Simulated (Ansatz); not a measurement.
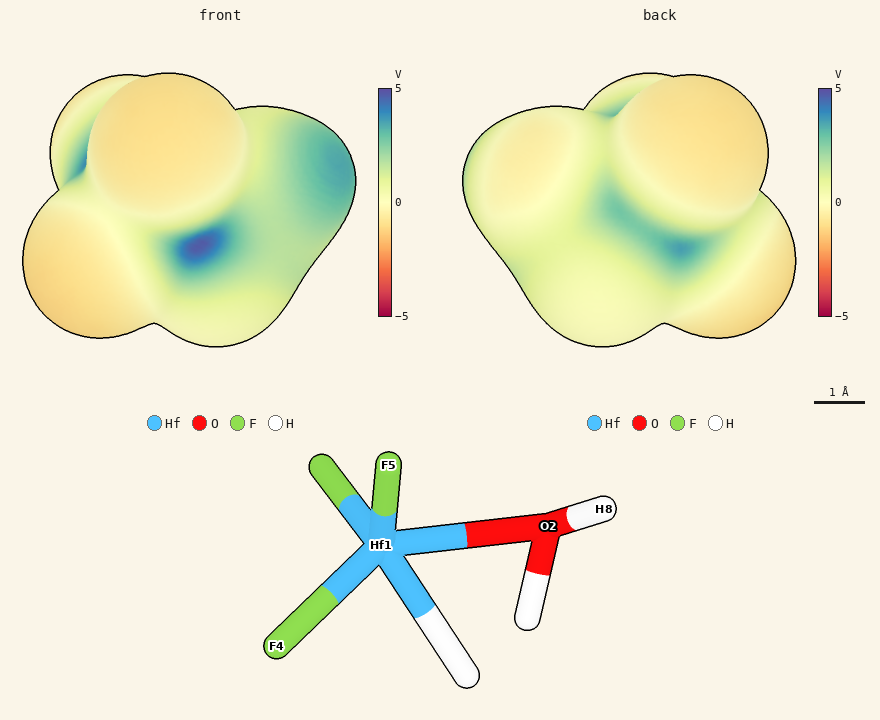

F3H3HfO. The electrostatic potential painted on the density surface at 0.002 e/bohr³, seen from the front and from behind; the colour scale runs from red (negative) to blue (positive). The bare structure is drawn below in the same view.

A transition-state structure; geometry: PBE0-D4/def2-TZVP; core potentials replace the inner electrons of Hf.

Method: RKS PBE0-D4/def2-TZVPP in Ansatz.

Input

```
crystal:
  periodic: [false, false, false]
  atoms:
    - {symbol: Hf, position_ang: [-0.413216, 0.611439, -0.112909]}
    - {symbol: O, position_ang: [0.925530, -1.031974, -0.432274]}
    - {symbol: F, position_ang: [-1.421657, 0.659053, -1.715881]}
    - {symbol: F, position_ang: [-1.488979, 1.449588, 1.215908]}
    - {symbol: F, position_ang: [1.048896, 1.829961, -0.136318]}
    - {symbol: H, position_ang: [0.176782, -1.335364, 0.454444]}
    - {symbol: H, position_ang: [-0.697922, -1.084498, 1.001641]}
    - {symbol: H, position_ang: [1.870666, -1.098203, -0.274610]}
basis:
  gaussian: {orbitals: def2-TZVPP}
hamiltonian: {xc: pbe0, dispersion: d4}
output: {orbitals: {seedname: orbitals}}
```

Launched as:

```sh
ansatz run in.yaml --threads 8 --pin off --events-out ev --progress --plain --max-ram 19148MiB
```

Where is the surface potential most negative and most positive?

Answer. The most negative region (about −1.2 V) lies over F4, the most positive (about +4.3 V) over Hf1.
